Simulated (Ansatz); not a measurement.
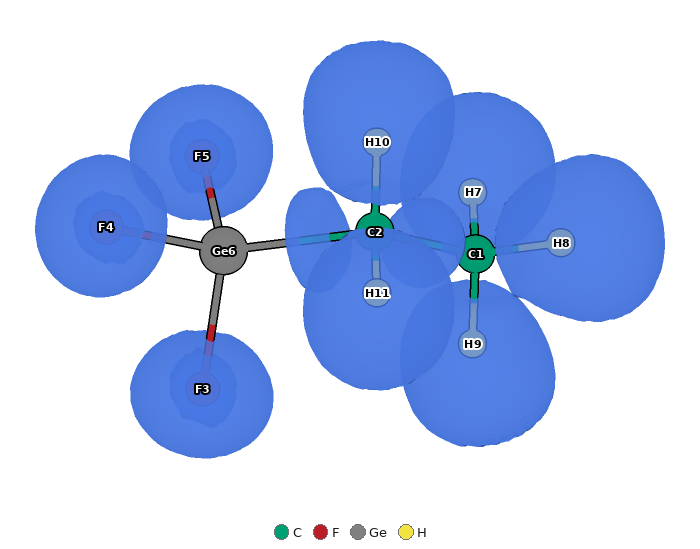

C₂H₅F₃Ge (SMILES C[CH2][Ge]([F])([F])[F]). Isosurface of the electron localisation function at 0.75 (blue), seen from one side. Only the valence region is drawn (cores and ρ < 0.01 e/Å³ removed).

Geometry: PBE0-D3(BJ)/def2-SVP.

These are results of isolated molecule in a Gaussian basis; Kohn-Sham density functional theory, functional PBE0 (Ansatz), not measurements.

```xyz
11

C    -1.7549   -0.8418    0.4294
C    -1.3235    0.6076    0.2323
F    -0.4165    0.1872   -2.6330
F     0.5808    2.3976   -1.3578
F     1.4806   -0.1018   -0.6896
Ge    0.0586    0.7815   -1.0892
H    -0.9162   -1.4700    0.7640
H    -2.5473   -0.9089    1.1895
H    -2.1471   -1.2757   -0.5022
H    -0.9284    1.0521    1.1594
H    -2.1568    1.2463   -0.1009
```

> Where are the electrons localised?

At this value the surface marks out one region between bonded C–C atoms (shared pairs), one region between bonded C–Ge atoms (shared pairs), five regions around hydrogen nuclei and three regions wrapped around F (the valence shell of each). Along the contacts the grid gives the following. C–C (1.52 Å): the ELF peaks at about 0.95 between the atoms (localised, covalent bonding). Ge–F (1.72 Å): the ELF peaks at about 0.80 in the valence shell of F, 0.5 Å from its nucleus, and is about 0.25 at the midpoint.
